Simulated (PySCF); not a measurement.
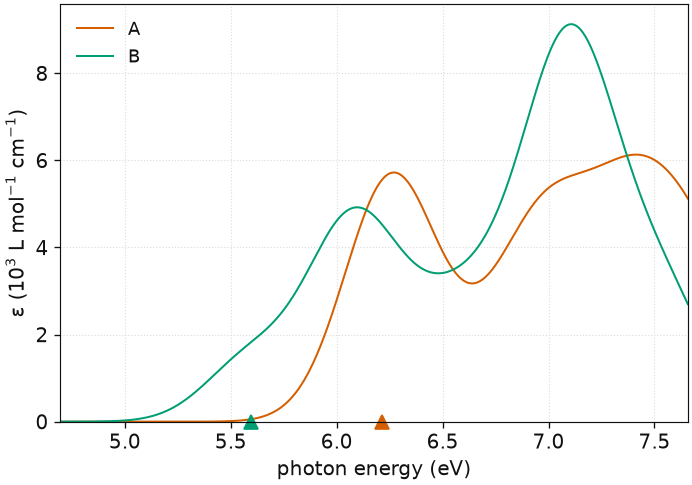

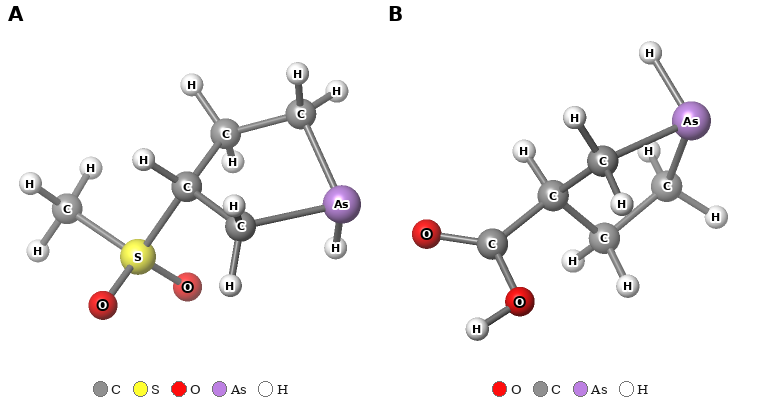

Related molecules: A is C₅H₁₁AsO₂S, SMILES CS(=O)(=O)[C@@H]1CC[AsH]C1; B is C₅H₉AsO₂, SMILES O=C(O)[C@@H]1CC[AsH]C1. Vertical TDDFT absorption, PBE0/def2-SVPD, PySCF, at a PBE0-D3(BJ)/def2-SVP geometry (no frequency check); Gaussians of 1/e half-width 0.30 eV, triangles mark S1, and the range ends where the computed states of one molecule run out.

Question: How does the lowest singlet move?

Answer: A: 6.21 eV (f = 0.067, mainly HOMO → LUMO (55 %)); B: 5.59 eV (f = 0.026, mainly HOMO → LUMO (54 %)). From A to B it shifts 0.62 eV to the red.

Question: And the brightest state of each within the range drawn?

Answer: A: S1 at 6.21 eV, f = 0.07; B: S6 at 7.10 eV, f = 0.14.

Caveats, for all or some of the runs: core orbitals are frozen in the response; one conformer of a flexible molecule; states above the negative HOMO energy depend on the basis.
